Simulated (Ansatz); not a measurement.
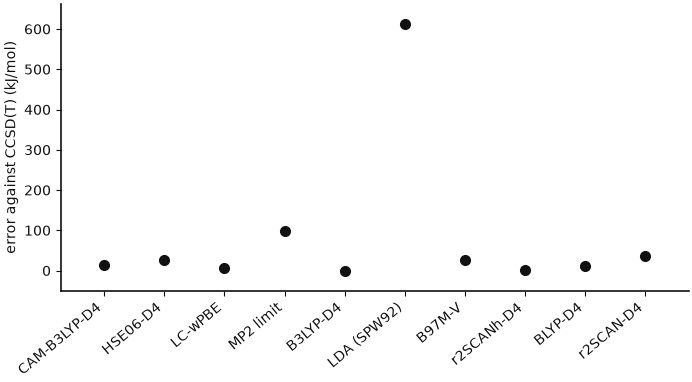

Error in the electronic atomisation energy (method less reference, so positive means overbinding) of C₃H₅AlO, SMILES C=[C]1[O][Al]1[CH3], singlet: functionals in def2-TZVPP against frozen-core CCSD(T) at the limit (MP2 extrapolated from triple and quadruple zeta, plus CCSD(T) less MP2 in a smaller set), which gives 3938.7 kJ/mol, at a PBE0-D4/def2-TZVP geometry (a minimum by its frequencies), no zero-point or spin-orbit term, the Ansatz code. The reference leaves out core correlation, a term that grows with the number of heavy atoms. No dispersion term is added to LC-wPBE. Limit means the basis limit.

Which of these levels overbind, and which underbind?

Answer. Overbind: HSE06-D4, MP2 limit, LDA (SPW92), B97M-V and r2SCAN-D4. Underbind: none clearly. Within 25 kJ/mol of zero, too close to call in view of what the reference leaves out: CAM-B3LYP-D4, LC-wPBE, B3LYP-D4, r2SCANh-D4 and BLYP-D4.

Give the values.

Answer.
| level | kJ/mol |
| --- | --- |
| CAM-B3LYP-D4 | 13.5 |
| HSE06-D4 | 26.0 |
| LC-wPBE | 6.9 |
| MP2 limit | 97.8 |
| B3LYP-D4 | −1.7 |
| LDA (SPW92) | 612.9 |
| B97M-V | 26.2 |
| r2SCANh-D4 | 2.0 |
| BLYP-D4 | 11.6 |
| r2SCAN-D4 | 36.3 |
